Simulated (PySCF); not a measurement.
## Electronic structure of C4H7BOSi in real space

| atom | x (Å) | y (Å) | z (Å) |
| --- | --- | --- | --- |
| C | -2.2012 | 2.3873 | 0.5003 |
| C | -1.8580 | 1.2373 | 0.4271 |
| Si | -1.2696 | -0.5371 | 0.3369 |
| O | -2.0767 | -1.4140 | 1.4671 |
| B | 0.6413 | -0.7088 | 0.7152 |
| C | 1.6763 | -0.0165 | -0.1986 |
| C | 2.9662 | -0.3581 | -0.2527 |
| H | -2.5152 | 3.3906 | 0.5606 |
| H | -1.7724 | -0.9522 | -0.9960 |
| H | -3.0286 | -1.4190 | 1.5162 |
| H | 1.0486 | -1.3396 | 1.6165 |
| H | 1.3522 | 0.7666 | -0.8786 |
| H | 3.6690 | 0.0995 | -0.9340 |
| H | 3.3674 | -1.1366 | 0.3778 |

Geometry: GFN2-xTB.

These are results of PBE0/def2-SVPD, SCF density, gas phase (PySCF 2.14.0), not measurements.

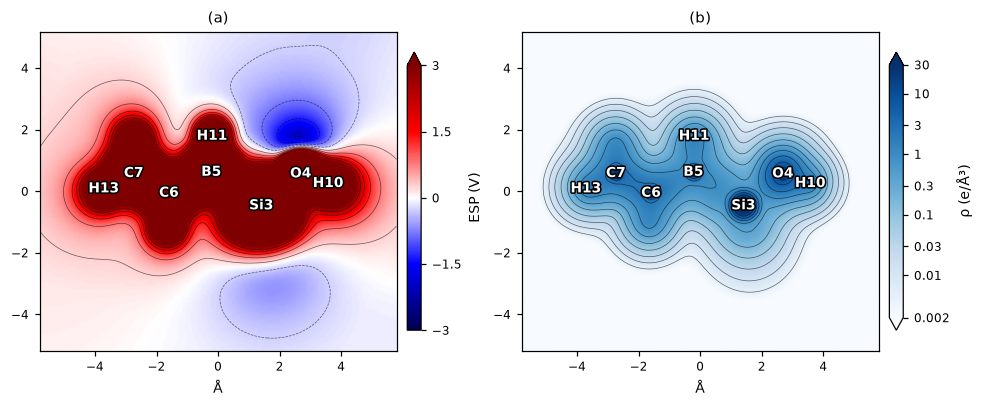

Figure 1. (a) electrostatic potential; (b) total electron density on the plane of atoms Si3, O4 and H10.

**What do the fields say about this system?**

- The plane passes through Si, O, B, C and H nuclei.
- C–B (1.54 Å): the density is about 1.5 e/Å³ at the midpoint.
- Si–O (1.64 Å): ρ is about 1.1 e/Å³ halfway.
- Si–B (1.96 Å): ρ at the midpoint is about 0.89 e/Å³.
- O–H (0.95 Å): ρ is about 3.7 e/Å³ halfway.
- C–C (1.34 Å): ρ is about 2.3 e/Å³ halfway.
- Outside the dense part of the molecule the potential is most negative (−1.9 V) near O4.

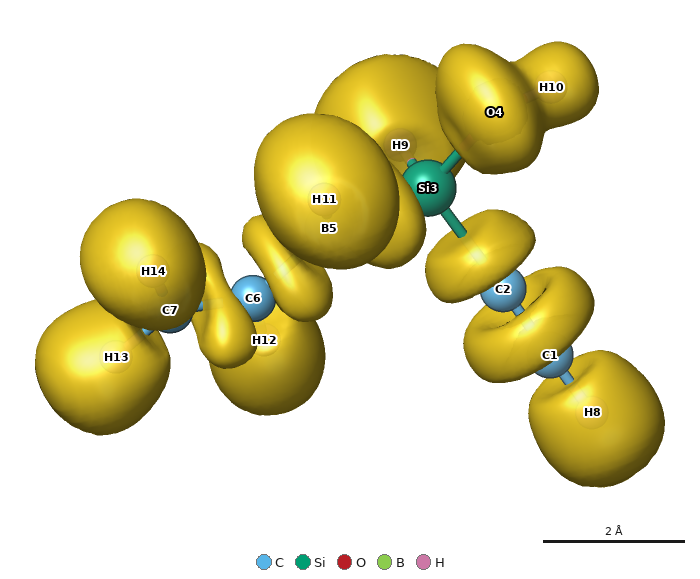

Figure 2. Isosurface of the electron localisation function at 0.75 (yellow), seen at a tilt. Core shells and regions of very low density are left out.

**Identify the bonds, lone pairs and shells in this picture.**

The ELF exceeds this value in one region between bonded B–C atoms (shared pairs), one region between bonded B–Si atoms (shared pairs), two regions between bonded C–C atoms (shared pairs), one region between bonded C–Si atoms (shared pairs), six regions around hydrogen nuclei and one joined region spread over several atoms (H, O), in which their bonds and any lone pairs are merged.


C–C (1.20 Å): the ELF peaks at about 0.85 between the atoms; a multiple bond. C–B (1.54 Å): the ELF peaks at about 0.95 between the atoms (localised, covalent bonding).

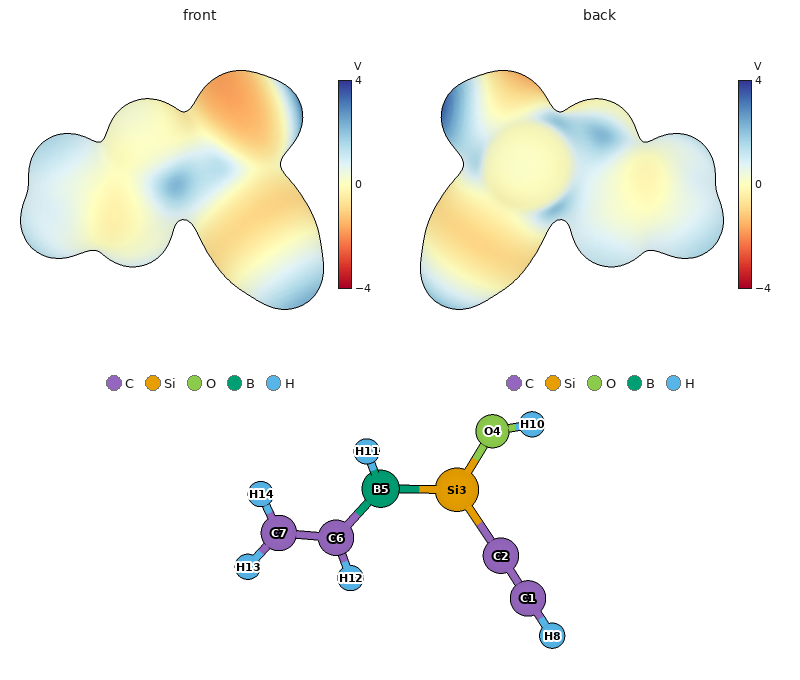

Figure 3. The electrostatic potential painted on the density surface at 0.004 e/bohr³, seen from the front and from behind; the colour scale runs from red (negative) to blue (positive). The bare structure is drawn below in the same view.

**Where is the surface potential most negative and most positive?**

The most negative region (about −1.7 V) lies over O4, the most positive (about +3.1 V) over H10. O4 is the likeliest acceptor of a hydrogen bond.

**How polar is the molecule by this calculation?**

Its dipole moment is 1.40 D.
